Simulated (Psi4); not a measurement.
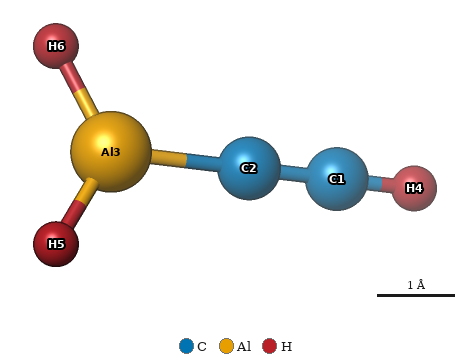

**Figure 1.** The structure (ball-and-stick view, seen at an oblique angle; atoms are numbered from 1 in the order of the input). Sticks mark near contacts. Bond lengths as drawn: Al–C 1.91 Å, Al–H 1.58 Å, C–C 1.21 Å and C–H 1.07 Å.

Calculation of the molecule and its ions, with input and output: C₂H₃Al

C₂H₃Al, SMILES C#[C][AlH2], computed with EP2/cc-pwCVTZ, RHF (Psi4 1.11).

The geometry comes from this level: PBE0-D4/def2-TZVP.

Input (input.in)
```
memory 1600 MB

molecule {
  0 1
  C     -0.792800    -1.637600    -0.298100
  C     -0.266100    -0.564200    -0.106200
  Al     0.564800     1.124200     0.195000
  H     -1.257000    -2.583100    -0.467400
  H      1.356700     1.804700    -0.990500
  H      0.436600     1.792000     1.621000
  no_reorient
  no_com
}

set basis cc-pwCVTZ
set ep2_num_ip 4
set ep2_num_ea 2

E, wfn = energy("ep2", return_wfn=True)
```

Launch command:
```bash
psi4 input.in input.out -n 1
```

Log
```
Psi4 1.11 release

    SCF Algorithm Type (re)set to DF.

   => Loading Basis Set <=

    Name: CC-PWCVTZ
    Role: ORBITAL
    Keyword: BASIS

         ---------------------------------------------------------
                                   SCF
                              RHF Reference
                        1 Threads,   1525 MiB Core
         ---------------------------------------------------------

  ==> Geometry <==

    Molecular point group: c1
    Full point group: C1

    Geometry (in Angstrom), charge = 0, multiplicity = 1:

       Center              X                  Y                   Z               Mass
    ------------   -----------------  -----------------  -----------------  -----------------
         C           -0.792800000000    -1.637600000000    -0.298100000000    12.000000000000
         C           -0.266100000000    -0.564200000000    -0.106200000000    12.000000000000
         AL           0.564800000000     1.124200000000     0.195000000000    26.981538530000
         H           -1.257000000000    -2.583100000000    -0.467400000000     1.007825032230
         H            1.356700000000     1.804700000000    -0.990500000000     1.007825032230
         H            0.436600000000     1.792000000000     1.621000000000     1.007825032230

  Running in c1 symmetry.

  Rotational constants: A =      4.35396  B =      0.15874  C =      0.15316 [cm^-1]
  Rotational constants: A = 130528.51685  B =   4758.76583  C =   4591.68908 [MHz]
  Nuclear repulsion =   69.410462182866823

  Charge       = 0
  Multiplicity = 1
  Electrons    = 28
  Nalpha       = 14
  Nbeta        = 14

  ==> Algorithm <==

  SCF Algorithm Type is DF.
  DIIS enabled.
  MOM disabled.
  Fractional occupation disabled.
  Guess Type is SAD.
  Energy threshold   = 1.00e-08
  Density threshold  = 1.00e-08
  Integral threshold = 1.00e-12

  ==> Primary Basis <==

  Basis Set: CC-PWCVTZ
    Blend: CC-PWCVTZ
    Number of shells: 67
    Number of basis functions: 187
    Number of Cartesian functions: 212
    Spherical Harmonics?: true
    Max angular momentum: 3

   => Loading Basis Set <=

    Name: (CC-PWCVTZ AUX)
    Role: JKFIT
    Keyword: DF_BASIS_SCF

  ==> Integral Setup <==

  DFHelper Memory: AOs need 0.097 GiB; user supplied 1.118 GiB.
  SCF_SUBTYPE=INCORE selected. In-core MEM_DF algorithm will be used.
  Using in-core AOs.

  ==> MemDFJK: Density-Fitted J/K Matrices <==

    J tasked:                   Yes
    K tasked:                   Yes
    wK tasked:                   No
    Memory [MiB]:              1144
    Algorithm:                 Core
    Schwarz Cutoff:           1E-12
    Mask sparsity (%):       7.4981
    Fitting Condition:        1E-10

   => Auxiliary Basis Set <=

  Basis Set: (CC-PWCVTZ AUX)
    Blend: CC-PVTZ-JKFIT
    Number of shells: 117
    Number of basis functions: 369
    Number of Cartesian functions: 442
    Spherical Harmonics?: true
    Max angular momentum: 4

  Minimum eigenvalue in the overlap matrix is 6.3515492327E-05.
  Reciprocal condition number of the overlap matrix is 1.1340447348E-05.
    Using symmetric orthogonalization.

  ==> Pre-Iterations <==

  SCF Guess: Superposition of Atomic Densities via on-the-fly atomic UHF (no occupation information).

   -------------------------
    Irrep   Nso     Nmo
   -------------------------
     A        187     187
   -------------------------
    Total     187     187
   -------------------------

  ==> Iterations <==

                           Total Energy        Delta E     RMS |[F,P]|

   @DF-RHF iter SAD:  -318.13865094787525   -3.18139e+02   0.00000e+00
   @DF-RHF iter   1:  -319.31220992246699   -1.17356e+00   1.93256e-03 DIIS/ADIIS
   @DF-RHF iter   2:  -319.36270580087393   -5.04959e-02   8.68047e-04 DIIS/ADIIS
   @DF-RHF iter   3:  -319.37558214889992   -1.28763e-02   1.99656e-04 DIIS/ADIIS
   @DF-RHF iter   4:  -319.37634766306837   -7.65514e-04   7.21314e-05 DIIS
   @DF-RHF iter   5:  -319.37648167686172   -1.34014e-04   1.10826e-05 DIIS
   @DF-RHF iter   6:  -319.37648679444106   -5.11758e-06   3.73618e-06 DIIS
   @DF-RHF iter   7:  -319.37648782427459   -1.02983e-06   1.67029e-06 DIIS
   @DF-RHF iter   8:  -319.37648820226156   -3.77987e-07   7.47390e-07 DIIS
   @DF-RHF iter   9:  -319.37648829775725   -9.54957e-08   1.46068e-07 DIIS
   @DF-RHF iter  10:  -319.37648830006140   -2.30415e-09   2.48775e-08 DIIS
   @DF-RHF iter  11:  -319.37648830009749   -3.60956e-11   3.57169e-09 DIIS
  Energy and wave function converged.

  ==> Post-Iterations <==

    Orbital Energies [Eh]
    ---------------------

    Doubly Occupied:

       1A    -58.484011     2A    -11.239259     3A    -11.208314
       4A     -4.897678     5A     -3.213116     6A     -3.210940
       7A     -3.210396     8A     -1.016269     9A     -0.737252
      10A     -0.613094    11A     -0.489532    12A     -0.444362
      13A     -0.402821    14A     -0.394672

    Virtual:

      15A      0.034069    16A      0.121927    17A      0.134505
      18A      0.137375    19A      0.156724    20A      0.174773
      21A      0.186332    22A      0.196632    23A      0.253417
      24A      0.260835    25A      0.295084    26A      0.334187
      27A      0.358475    28A      0.362585    29A      0.397170
      30A      0.420057    31A      0.478886    32A      0.504896
      33A      0.513211    34A      0.529631    35A      0.577401
      36A      0.620835    37A      0.622366    38A      0.638085
      39A      0.664919    40A      0.738967    41A      0.783738
      42A      0.807998    43A      0.821064    44A      0.842625
      45A      0.853083    46A      0.864498    47A      0.880045
      48A      0.893467    49A      0.918589    50A      0.939541
      51A      0.941329    52A      0.970726    53A      1.007292
      54A      1.046665    55A      1.095942    56A      1.120610
      57A      1.128787    58A      1.184150    59A      1.212436
      60A      1.247127    61A      1.267200    62A      1.268248
      63A      1.351839    64A      1.415064    65A      1.425470
      66A      1.481159    67A      1.506372    68A      1.613670
      69A      1.633705    70A      1.678586    71A      1.709093
      72A      1.772178    73A      1.841165    74A      1.849411
      75A      2.026088    76A      2.041266    77A      2.259399
      78A      2.307966    79A      2.430379    80A      2.552158
      81A      2.658233    82A      2.659489    83A      2.703908
      84A      2.805455    85A      2.831229    86A      2.831524
      87A      2.831897    88A      2.951446    89A      2.974775
      90A      3.011649    91A      3.122546    92A      3.153432
      93A      3.162560    94A      3.221851    95A      3.241073
      96A      3.245008    97A      3.246659    98A      3.249335
      99A      3.350835   100A      3.373866   101A      3.421868
     102A      3.424899   103A      3.442488   104A      3.446309
     105A      3.455770   106A      3.524433   107A      3.531976
     108A      3.543049   109A      3.614851   110A      3.628087
     111A      3.646358   112A      3.680218   113A      3.711511
     114A      3.727275   115A      3.751445   116A      3.771415
     117A      3.811153   118A      3.864811   119A      3.877217
     120A      3.937666   121A      4.102387   122A      4.153493
     123A      4.218731   124A      4.251474   125A      4.269220
     126A      4.280834   127A      4.293724   128A      4.303303
     129A      4.331383   130A      4.373324   131A      4.539278
     132A      4.575648   133A      4.686322   134A      4.722752
     135A      4.993216   136A      5.060168   137A      5.172629
     138A      5.195593   139A      5.209000   140A      5.276195
     141A      5.344464   142A      5.452657   143A      5.589602
     144A      5.589826   145A      5.986755   146A      6.019543
     147A      6.330584   148A      6.692028   149A      6.751031
     150A      8.071451   151A      8.513142   152A      8.620338
     153A     10.492545   154A     10.539881   155A     10.753070
     156A     10.759940   157A     11.615632   158A     11.901135
     159A     13.295686   160A     13.438230   161A     13.499188
     162A     13.610108   163A     13.678645   164A     13.734066
     165A     14.330349   166A     14.682319   167A     14.685613
     168A     14.846993   169A     14.857047   170A     14.892960
     171A     14.906425   172A     15.618427   173A     15.638058
     174A     15.657526   175A     17.095649   176A     31.615714
     177A     31.819178   178A     31.952362   179A     34.045177
     180A     50.438831   181A     50.470522   182A     50.636326
     183A     50.640039   184A     51.257269   185A     51.663419
     186A     62.883307   187A     64.434392

    Final Occupation by Irrep:
              A
    DOCC [    14 ]
    NA   [    14 ]
    NB   [    14 ]

  @DF-RHF Final Energy:  -319.37648830009749

   => Energetics <=

    Nuclear Repulsion Energy =             69.4104621828668229
    One-Electron Energy =                -578.4504687053776024
    Two-Electron Energy =                 189.6635182224133018
    Total Energy =                       -319.3764883000974919

Computation Completed

Properties will be evaluated at   0.000000,   0.000000,   0.000000 [a0]

Properties computed using the SCF density matrix

 Multipole Moments:

 ------------------------------------------------------------------------------------
     Multipole            Electronic (a.u.)      Nuclear  (a.u.)        Total (a.u.)
 ------------------------------------------------------------------------------------

 L = 1.  Multiply by 2.5417464519 to convert [e a0] to [Debye]
 Dipole X            :         -2.9856049            2.8823993           -0.1032056
 Dipole Y            :         -4.7789475            4.5682239           -0.2107236
 Dipole Z            :         -0.5524943            0.5145724           -0.0379219
 Magnitude           :                                                    0.2376844

 ------------------------------------------------------------------------------------

	total time  =          2 seconds =       0.03 minutes
   => Loading Basis Set <=

    Name: (CC-PWCVTZ AUX)
    Role: RIFIT
    Keyword: DF_BASIS_EP2

         ---------------------------------------------------------
                  Second-Order Electron Propagator Theory

         ---------------------------------------------------------

  DFHelper Memory: AOs need 0.104 GiB; user supplied 1.192 GiB.
  SCF_SUBTYPE=INCORE selected. In-core MEM_DF algorithm will be used.
  Using in-core AOs.

  ==> Algorithm <==

  Number of orbitals:            6
  Maximum iterations:           20
  Convergence threshold:  5.00e-05

  ==> Iterations <==

   --------------------------------------------
    Iter   Residual RMS      Max RMS    Remain
   --------------------------------------------
      1     0.01976694     0.03943727      6
      2     0.00130031     0.00361536      6
      3     0.00001255     0.00005162      1
      4     0.00001057     0.00004298      0
   --------------------------------------------

  ==> Results <==

    Orbital  Koopmans (eV)     EP2 (eV)   EP2 PS
  ----------------------------------------------
       11A         -13.321       -12.436    0.903
       12A         -12.092       -11.746    0.922
       13A         -10.961       -10.977    0.887
       14A         -10.740       -10.651    0.891
       15A           0.927        -0.095    0.954
       16A           3.318         2.660    0.971
  ----------------------------------------------

  EP2 has completed successfully!

	total time  =          3 seconds =       0.05 minutes

    Psi4 run time: 0:00:03.11
```

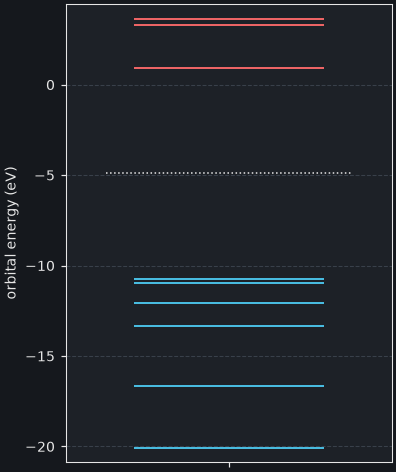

**Figure 2.** Orbital energies near the frontier; the dotted line parts filled from empty levels, and levels within 0.02 eV of each other stand side by side. Highest filled −10.74 eV, lowest empty 0.93 eV, 11.67 eV apart.

Summary

| quantity | value |
| --- | --- |
| outcome | converged |
| total energy | −319.376488 hartree |
| basis functions | 187 |
| HOMO | −10.74 eV |
| LUMO | 0.93 eV |
| hardware | 1 thread of Intel Xeon (Granite Rapids), 192 GiB of memory available, shared host |
| wall time | 4.2 s |
| peak memory | 0.37 GiB |
